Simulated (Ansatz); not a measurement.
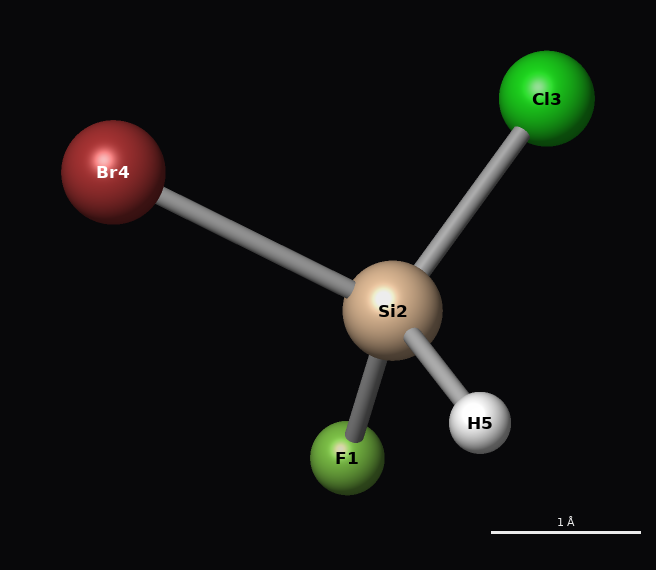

(Drawn from a calculation with Ansatz.)

The atoms are numbered. Geometry: moved along internal coordinates away from the minimum.

**Describe the coordination of atom 2.**

Si2 has 4 neighbours (F1 at 1.58, Cl3 at 1.95, Br4 at 2.19, H5 at 1.47 Å); the arrangement is tetrahedral.
